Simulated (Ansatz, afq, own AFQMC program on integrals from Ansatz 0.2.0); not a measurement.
# TiH+ (singlet): AFQMC on the coupled-cluster ladder, def2-TZVP, part 2 of 2

Ansatz 0.2.0, Gaussian basis, and an in-house AFQMC program (afq) on its integrals; all values are calculated; def2-TZVP, frozen cores. The steps go on from the part before.

## Step 13: B2PLYP (unrestricted)

Input file in.yaml:

```yaml
crystal:
  periodic: [false, false, false]
  atoms:
    - {symbol: Ti, position_ang: [0.000000, 0.000000, 0.000000]}
    - {symbol: H, position_ang: [0.000000, 0.000000, 1.756681]}
basis:
  gaussian: {orbitals: def2-TZVP}
total_charge: 1
magnetization: {spin_polarized: true, initial_magnetization: 0}
hamiltonian: {xc: {name: B2PLYP}}
correlation: {electrons: outside_noble_gas}
```

The run is started by

```
ansatz run in.yaml --threads 1 --pin off --events-out ev --progress --plain --max-ram 8192MiB --backend cpu
```

Output (excerpt; [...] marks lines left out):

```text
Functional definition: B2PLYP
  name "B2PLYP"
  cite "Grimme, J. Chem. Phys. 124, 034108 (2006) doi:10.1063/1.2148954"
  cite "Becke, Phys. Rev. A 38, 3098 (1988) doi:10.1103/PhysRevA.38.3098"
  cite "Lee, Yang & Parr, Phys. Rev. B 37, 785 (1988) doi:10.1103/PhysRevB.37.785"
[...]
452 factors; integrals over basis functions are off by at most 1.3e-3 eV
[...]
mean field -23113.75950873 eV, -849.4149948771 hartree, gradient 1.4e-6 eV, S^2 1.001435; 11 other end points of the search recorded, 0 dependent functions left out
9 core orbitals not correlated: weight in the atoms' cores, before any rotation towards them, 1.000 or more for the frozen orbitals, at most 0.000 for the correlated occupied ones
reference -23113.75962282 eV, -849.4149990695 hartree; 2, 2 occupied and 40, 40 virtual orbitals, 452 factors
second order -1.56584196 eV of doubles, -0.00000000 eV of singles
Total energy: -23114.18240015 eV, -849.4305358498 hartree
```

Wall time 11 s (1 thread of AMD EPYC 7R13 (Zen 3), shared host); peak memory 1.6 GiB.

From the report: ⟨S²⟩ of the determinant 1.001 (pure singlet: 0.00). The determinant of B2PLYP (⟨S²⟩ 1.00) is far from a pure spin state, so its energy mixes those of several spin states; that is harmless only where they are near-degenerate.

## Step 14: Phaseless AFQMC, CISD trial on RHF

It reads the integrals that the CCSD(T) run on this determinant wrote.

The run is started by

```
afq ham --method phaseless --trial cisd --walkers 4000 --populations 20 --least-time 60 --time-step 0.005 --steps-per-block 50 --equilibration-blocks 40 --max-blocks 4000 --target-error 0.00012 --factor-cut 1e-05 --seed 6947 --release-times 0.24,0.6,1.2,2,3,4.2 --release-step 0.04 --release-every 3 --taylor-order 6
```

Output:

```text
orbitals 42  electrons 2 2  factors 315 of 452
reference energy -848.66280639 Eh
CCSD correlation -0.07479005 Eh in 26 cycles, weight of the determinant in the CISD state 0.7453
energy of the start -848.737595 Eh
 block  time / (1/Eh)  mean weight  energy / Eh
     1     0.250  0.9998  -848.737491
     2     0.500  1.0000  -848.737681
     3     0.750  0.9999  -848.737959
     4     1.000  1.0000  -848.738189
     5     1.250  0.9999  -848.738326
     6     1.500  1.0000  -848.738453
     7     1.750  1.0000  -848.738514
     8     2.000  0.9998  -848.738784
     9     2.250  1.0000  -848.738847
    10     2.500  0.9999  -848.739100
    13     3.250  0.9999  -848.739327
    25     6.250  0.9999  -848.740293
    37     9.250  0.9993  -848.741699
    49    12.250  1.0001  -848.741279
    61    15.250  0.9996  -848.742931
    73    18.250  1.0000  -848.743652
    85    21.250  1.0000  -848.743409
    97    24.250  0.9993  -848.742083
   109    27.250  0.9999  -848.743344
   121    30.250  1.0001  -848.742316
   133    33.250  1.0003  -848.743529
   145    36.250  1.0003  -848.742104
   157    39.250  1.0001  -848.741816
   169    42.250  1.0000  -848.743163
   181    45.250  0.9999  -848.743888
   193    48.250  0.9994  -848.742089
   205    51.250  1.0000  -848.742681
   217    54.250  1.0002  -848.744750
   229    57.250  1.0003  -848.741879
   241    60.250  0.9995  -848.743524
   253    63.250  1.0000  -848.741667
   265    66.250  0.9993  -848.741032
   277    69.250  1.0004  -848.743308
   289    72.250  1.0002  -848.742971
   301    75.250  0.9998  -848.742928
   313    78.250  1.0001  -848.741880
   325    81.250  1.0002  -848.741728
   337    84.250  1.0000  -848.743068
   349    87.250  1.0000  -848.742538
   361    90.250  1.0000  -848.742116
   373    93.250  1.0004  -848.743303
   385    96.250  1.0002  -848.741264
   397    99.250  1.0003  -848.741896
   409   102.250  0.9998  -848.742645
   421   105.250  1.0001  -848.741632
   433   108.250  0.9999  -848.742992
   445   111.250  1.0004  -848.742235
   457   114.250  0.9999  -848.742753
   469   117.250  0.9999  -848.742302
   481   120.250  1.0001  -848.742405
error from the spread of 20 populations
released: time / (1/Eh)  energy / Eh  error  mean overlap
  0.24  -848.742892  0.000066  1.0001
  0.60  -848.743265  0.000078  1.0001
  1.20  -848.743608  0.000101  0.9985
  2.00  -848.743947  0.000152  0.9997
  3.00  -848.744001  0.000210  0.9998
  4.20  -848.743514  0.000327  0.9989
energy -848.742471 +/- 0.000069 Eh
```

Wall time 2.9 min (1 × NVIDIA H100 80GB HBM3 with 2 threads of AMD EPYC 7R13 (Zen 3), shared host); peak host memory 1.6 GiB.

Energy -23095.4592 ± 0.0019 eV. Caveats: constraint bias not in the error.

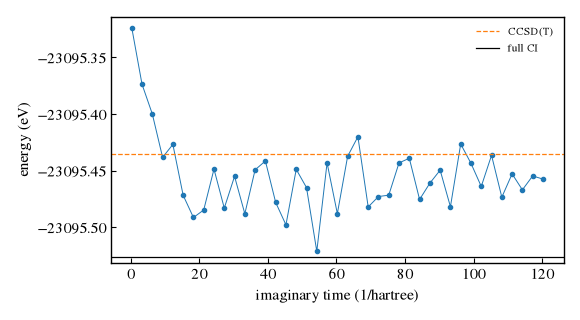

Block energies along the walk.

## Step 15: Free-projection AFQMC, CISD trial on RHF (settings varied)

It reads the integrals that the CCSD(T) run on this determinant wrote.

The run is started by

```
afq ham --method free --trial cisd --walkers 200 --time-step 0.02 --max-blocks 60 --target-error 0.00048 --factor-cut 1e-05 --seed 436 --times 0.0,0.5,1.0,2.0,3.0,4.0 --taylor-order 10
```

Output:

```text
orbitals 42  electrons 2 2  factors 315 of 452
reference energy -848.66280639 Eh
CCSD correlation -0.07479005 Eh in 26 cycles, weight of the determinant in the CISD state 0.7453
repeat  energy at the last time / Eh  error
    10  -848.742327  0.000324
    20  -848.742290  0.000375
    30  -848.742794  0.000337
time / (1/Eh)  energy / Eh  error  mean overlap
  0.00  -848.737593  0.000146  1.3434
  0.50  -848.740706  0.000165  1.3410
  1.00  -848.741666  0.000165  1.3477
  2.00  -848.742276  0.000207  1.3481
  3.00  -848.742620  0.000300  1.3531
  4.00  -848.742805  0.000328  1.3749
energy -848.742805 +/- 0.000328 Eh
```

It took 6.8 s on 1 × NVIDIA H100 80GB HBM3 with 2 threads of AMD EPYC 7R13 (Zen 3), shared host; peak host memory 1.6 GiB.

Energy -23095.4683 ± 0.0089 eV. Caveats: remainder of the start not in the error.

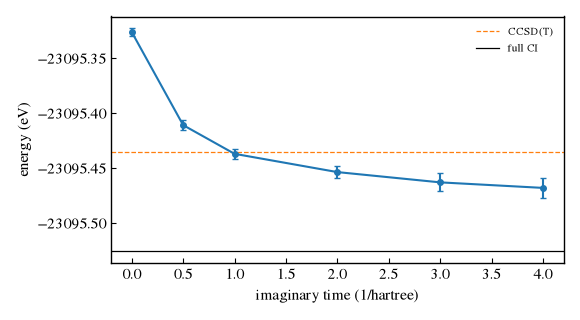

Energy against projection time, with error bars.

## Step 16: UHF

in.yaml: that of step 13 with these lines changed.

```diff
@@ -9,3 +9,3 @@
 magnetization: {spin_polarized: true, initial_magnetization: 0}
-hamiltonian: {xc: {name: B2PLYP}}
-correlation: {electrons: outside_noble_gas}
+hamiltonian: {xc: hf}
+output: {orbitals: {seedname: orbitals}}
```

The run is started by

```
ansatz run in.yaml --threads 1 --pin off --events-out ev --progress --plain --max-ram 24576MiB --backend cuda --devices 0, --max-vram 18GiB
```

Output (excerpt; [...] marks lines left out):

```text
Functional definition: HF
  name "HF"
  cite "Fock, Z. Phys. 61, 126 (1930) doi:10.1007/BF01340294"
  parent pbe
[...]
452 factors; integrals over basis functions are off by at most 1.3e-3 eV
[...]
mean field -23094.53979233 eV, -848.7086833270 hartree, gradient 8.9e-6 eV, S^2 1.002408; 12 other end points of the search recorded, 0 dependent functions left out
reference -23094.53979233 eV, -848.7086833270 hartree; 11, 11 occupied and 40, 40 virtual orbitals, 452 factors
Total energy: -23094.53979233 eV, -848.7086833270 hartree
```

Wall time 5.5 s (1 × NVIDIA H100 80GB HBM3 with 1 thread of AMD EPYC 7R13 (Zen 3), shared host); peak host memory 1.6 GiB.

From the report: ⟨S²⟩ of the determinant 1.002 (pure singlet: 0.00). The determinant of HF (⟨S²⟩ 1.00) is far from a pure spin state, so its energy mixes those of several spin states; that is harmless only where they are near-degenerate.

## Step 17: CCSD(T) on UHF

in.yaml: that of step 16 with these lines changed.

```diff
@@ -9,3 +9,2 @@
 magnetization: {spin_polarized: true, initial_magnetization: 0}
-hamiltonian: {xc: hf}
-output: {orbitals: {seedname: orbitals}}
+correlation: {method: ccsd_t, electrons: outside_noble_gas, hamiltonian_folder: ham}
```

Same command.

Output (excerpt; [...] marks lines left out):

```text
Functional definition: HF
  name "HF"
  cite "Fock, Z. Phys. 61, 126 (1930) doi:10.1007/BF01340294"
  parent pbe
[...]
452 factors; integrals over basis functions are off by at most 1.3e-3 eV
[...]
mean field -23094.53979233 eV, -848.7086833270 hartree, gradient 1.3e-8 eV, S^2 1.002408; 46 other end points of the search recorded, 0 dependent functions left out
determinant -23094.53979233 eV, -848.7086833270 hartree, with singles and doubles -23096.17635333 eV, -848.7688258343 hartree
determinant -23094.53920717 eV, -848.7086618225 hartree, with singles and doubles -23096.17841710 eV, -848.7689016764 hartree
determinant -23094.50338128 eV, -848.7073452453 hartree, with singles and doubles -23096.13525607 eV, -848.7673155377 hartree
determinant -23094.41810211 eV, -848.7042112936 hartree, with singles and doubles -23096.08027367 eV, -848.7652949721 hartree
[...]
determinant -23094.14167163 eV, -848.6940526611 hartree, with singles and doubles -23096.20540024 eV, -848.7698932884 hartree
determinant -23094.10296863 eV, -848.6926303518 hartree, with singles and doubles -23096.07946620 eV, -848.7652652980 hartree
9 core orbitals not correlated: weight in the atoms' cores, before any rotation towards them, 0.999 or more for the frozen orbitals, at most 0.000 for the correlated occupied ones
reference -23094.53920717 eV, -848.7086618225 hartree; 2, 2 occupied and 40, 40 virtual orbitals, 452 factors
second order -1.08833229 eV of doubles, -0.00000000 eV of singles
cycle   1  -1.86352778 eV  change   -9.5e-7 eV  update   7.6e-6
[...]
cycle  18  -1.86352455 eV  change    4.3e-7 eV  update   4.5e-7
perturbative correction -0.10422036 eV, -0.0038300276 hartree
WARN: the results are in doubt because among natural orbitals full CI differs from the method by +1.298 eV
Total energy: -23096.50695208 eV, -848.7809751142 hartree
In doubt: among natural orbitals full CI differs from the method by +1.298 eV
```

Run time: 24 s. Hardware: 1 × NVIDIA H100 80GB HBM3 with 1 thread of AMD EPYC 7R13 (Zen 3), shared host; peak host memory 1.6 GiB.

From the report: ⟨S²⟩ of the determinant 1.003 (pure singlet: 0.00); correlation -1.9677 eV; T1 0.042; largest double amplitude 0.19. The determinant of CCSD(T) (⟨S²⟩ 1.00) is far from a pure spin state, so its energy mixes those of several spin states; high orders of coupled cluster remove much of that, low ones don't. Mind the lines of doubt at the end of the log.

This run also writes the integrals to the folder ham.

## Step 18: Full CI

Input file in.yaml:

```yaml
hamiltonian:
  integrals:
    folder: ../ham
correlation: {method: fci}
```

Launched as before.

Output:

```text
Functional definition: HF
  name "HF"
  cite "Fock, Z. Phys. 61, 126 (1930) doi:10.1007/BF01340294"
  parent pbe
  exchange = exact_x
  correlation = 0
reference -23094.53920717 eV, -848.7086618225 hartree; 2, 2 occupied and 40, 40 virtual orbitals, 452 factors
state -23096.56390662 eV, -848.7830681550 hartree
Total energy: -23096.56390662 eV, -848.7830681550 hartree
```

Run time: 10 s. Hardware: 1 × NVIDIA H100 80GB HBM3 with 1 thread of AMD EPYC 7R13 (Zen 3), shared host; peak host memory 1.6 GiB.

From the report: 741,321 determinants.

## Step 19: Full CI (triplet)

Input file in.yaml:

```yaml
crystal:
  periodic: [false, false, false]
  atoms:
    - {symbol: Ti, position_ang: [0.000000, 0.000000, 0.000000]}
    - {symbol: H, position_ang: [0.000000, 0.000000, 1.756681]}
basis:
  gaussian: {orbitals: def2-TZVP}
total_charge: 1
magnetization: {spin_polarized: false, initial_magnetization: 2}
correlation: {method: fci, electrons: outside_noble_gas}
```

Launched as before.

Output (excerpt; [...] marks lines left out):

```text
Functional definition: HF
  name "HF"
  cite "Fock, Z. Phys. 61, 126 (1930) doi:10.1007/BF01340294"
  parent pbe
[...]
759 factors; integrals over basis functions are off by at most 2.3e-7 eV
[...]
mean field -23095.22949178 eV, -848.7340293139 hartree, gradient 1.9e-6 eV, S^2 2.000000; 21 other end points of the search recorded, 0 dependent functions left out
[...]
determinant -23095.16324076 eV, -848.7315946342 hartree, with singles and doubles -23096.49843768 eV, -848.7806622158 hartree
determinant -23094.72223444 eV, -848.7153879506 hartree, with singles and doubles -23096.27409437 eV, -848.7724177513 hartree
determinant -23095.16324076 eV, -848.7315946342 hartree, with singles and doubles -23096.54139788 eV, -848.7822409741 hartree
determinant -23094.72223444 eV, -848.7153879506 hartree, with singles and doubles -23096.39394962 eV, -848.7768223505 hartree
9 core orbitals not correlated: weight in the atoms' cores, before any rotation towards them, 0.999 or more for the frozen orbitals, at most 0.000 for the correlated occupied ones
reference -23095.16324076 eV, -848.7315946342 hartree; 3, 1 occupied and 39, 41 virtual orbitals, 759 factors
state -23096.62477440 eV, -848.7853050048 hartree
Total energy: -23096.62477440 eV, -848.7853050048 hartree
```

Wall time 7.5 s (1 × NVIDIA H100 80GB HBM3 with 1 thread of AMD EPYC 7R13 (Zen 3), shared host); peak host memory 1.6 GiB.

From the report: 185,328 determinants, symmetry B1.

## Step 20: CCSDT(Q) on UHF

in.yaml: that of step 19 with these lines changed.

```diff
@@ -8,3 +8,3 @@
 total_charge: 1
-magnetization: {spin_polarized: false, initial_magnetization: 2}
-correlation: {method: fci, electrons: outside_noble_gas}
+magnetization: {spin_polarized: true, initial_magnetization: 0}
+correlation: {method: ccsdt_q, electrons: outside_noble_gas}
```

Launched as before.

Output (excerpt; [...] marks lines left out):

```text
Functional definition: HF
  name "HF"
  cite "Fock, Z. Phys. 61, 126 (1930) doi:10.1007/BF01340294"
  parent pbe
[...]
759 factors; integrals over basis functions are off by at most 2.3e-7 eV
[...]
mean field -23094.53979588 eV, -848.7086834573 hartree, gradient 1.3e-8 eV, S^2 1.002408; 32 other end points of the search recorded, 0 dependent functions left out
determinant -23094.53979588 eV, -848.7086834573 hartree, with singles and doubles -23096.18003758 eV, -848.7689612280 hartree
determinant -23094.53921072 eV, -848.7086619529 hartree, with singles and doubles -23096.18098325 eV, -848.7689959807 hartree
determinant -23094.50338476 eV, -848.7073453733 hartree, with singles and doubles -23096.14122346 eV, -848.7675348353 hartree
determinant -23094.41810581 eV, -848.7042114297 hartree, with singles and doubles -23096.08529990 eV, -848.7654796824 hartree
[...]
determinant -23094.14167554 eV, -848.6940528047 hartree, with singles and doubles -23096.20539202 eV, -848.7698929865 hartree
determinant -23094.10297289 eV, -848.6926305084 hartree, with singles and doubles -23096.07943134 eV, -848.7652640167 hartree
9 core orbitals not correlated: weight in the atoms' cores, before any rotation towards them, 0.999 or more for the frozen orbitals, at most 0.000 for the correlated occupied ones
reference -23094.53921072 eV, -848.7086619529 hartree; 2, 2 occupied and 40, 40 virtual orbitals, 759 factors
second order -1.08834074 eV of doubles, -0.00000000 eV of singles
cycle   1  -1.31500469 eV  change   -2.3e-1 eV  update   5.3e-2
[...]
cycle  24  -2.02122908 eV  change   -9.6e-8 eV  update   7.3e-8
perturbative correction -0.00624393 eV, -0.0002294603 hartree
WARN: the results are in doubt because among natural orbitals full CI differs from the method by +1.316 eV
Total energy: -23096.56668373 eV, -848.7831702120 hartree
In doubt: among natural orbitals full CI differs from the method by +1.316 eV
```

It took 28 s on 1 × NVIDIA H100 80GB HBM3 with 1 thread of AMD EPYC 7R13 (Zen 3), shared host; peak host memory 1.6 GiB.

From the report: ⟨S²⟩ of the determinant 1.003 (pure singlet: 0.00); correlation -2.0275 eV; T1 0.044; largest double amplitude 0.25. The determinant of CCSDT(Q) (⟨S²⟩ 1.00) is far from a pure spin state, so its energy mixes those of several spin states; high orders of coupled cluster remove much of that, low ones don't. The program marks this result as in doubt; its last lines say why.

## Step 21: Free-projection AFQMC, CISD trial on UHF (settings varied)

It reads the integrals that the CCSD(T) run on this determinant wrote.

The run is started by

```
afq ham --method free --trial cisd --walkers 200 --time-step 0.02 --max-blocks 60 --target-error 0.00048 --factor-cut 1e-05 --seed 436 --times 0.0,0.5,1.0,2.0,3.0,4.0 --taylor-order 10
```

Output:

```text
orbitals 42  electrons 2 2  factors 315 of 452
reference energy -848.70866182 Eh
CCSD correlation -0.06848329 Eh in 51 cycles, weight of the determinant in the CISD state 0.6918
repeat  energy at the last time / Eh  error
    10  -848.782050  0.000302
    20  -848.782230  0.000281
    30  -848.782106  0.000220
time / (1/Eh)  energy / Eh  error  mean overlap
  0.00  -848.777175  0.000091  1.4459
  0.50  -848.780029  0.000120  1.4432
  1.00  -848.781099  0.000162  1.4465
  2.00  -848.781543  0.000190  1.4617
  3.00  -848.781812  0.000185  1.4518
  4.00  -848.782070  0.000217  1.4669
energy -848.782070 +/- 0.000217 Eh
```

Wall time 12 s (1 × NVIDIA H100 80GB HBM3 with 2 threads of AMD EPYC 7R13 (Zen 3), shared host); peak host memory 1.6 GiB.

Energy -23096.5367 ± 0.0059 eV. Caveats: remainder of the start not in the error; start is not spin pure; large difference.

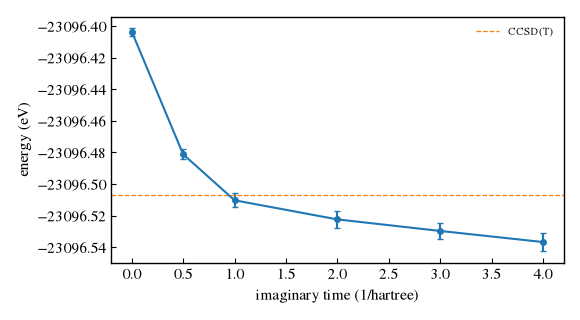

Energy against projection time, with error bars.

## Step 22: All levels side by side

On the RHF determinant, counted from full CI (exact for this spin and basis):

| level | energy (eV) | from full CI (meV) | statistical error (meV) | time |
| --- | --- | --- | --- | --- |
| HF | -23093.2914 | +2234.6 |  |  |
| MP2 | -23094.5824 | +943.6 |  |  |
| CCSD | -23095.3265 | +199.5 |  |  |
| CCSD(T) | -23095.4352 | +90.8 |  |  |
| CCSDT(Q) | -23095.5251 | +0.9 |  |  |
| full CI | -23095.5260 | 0.0 |  |  |
| Phaseless AFQMC, CISD trial, step 0.005, 4000 walkers | -23095.4592 | +66.8 | 1.9 | 2.9 min |
| Free-projection AFQMC, CISD trial, step 0.02, 200 walkers | -23095.4683 | +57.7 | 8.9 | 6.8 s |

The full CI on restricted orbitals is not used as the yardstick for these unrestricted rows.

On the UHF determinant, counted from CCSDT(Q) (a yardstick, not exact):

| level | energy (eV) | from CCSDT(Q) (meV) | statistical error (meV) | time |
| --- | --- | --- | --- | --- |
| HF | -23094.5392 | +2027.5 |  |  |
| MP2 | -23095.6275 | +939.1 |  |  |
| CCSD | -23096.4027 | +164.0 |  |  |
| CCSD(T) | -23096.5070 | +59.7 |  |  |
| CCSDT(Q) | -23096.5667 | 0.0 |  |  |
| Free-projection AFQMC, CISD trial, step 0.02, 200 walkers | -23096.5367 | +29.9 | 5.9 | 12 s |

The functionals' totals stand on their own zeros and serve differences with other points: PBE -23114.581 eV; r2SCAN -23119.858 eV; PBE0 -23115.515 eV; B3LYP -23121.552 eV; wB97M-V -23119.468 eV; B2PLYP -23114.182 eV.

## Step 23: Outcome

This closing draws on all 2 parts.

```
                                       quantity            value
                    CCSD(T) on RHF from full CI        +90.8 meV
Phaseless AFQMC, CISD trial on RHF from full CI  +66.8 ± 1.9 meV
```

**Reading.** On RHF the phaseless walk with the CISD trial lies +66.8 meV from full CI, 35 times its error bar: mostly the bias of the constraint. The UHF determinant mixes spins, and coupled cluster on it falls towards a lower state of higher spin, below full CI for this spin; those rows describe another state, so no misses are drawn from them. Error bars are statistical and leave out the constraint, the time step and what remains of the start.
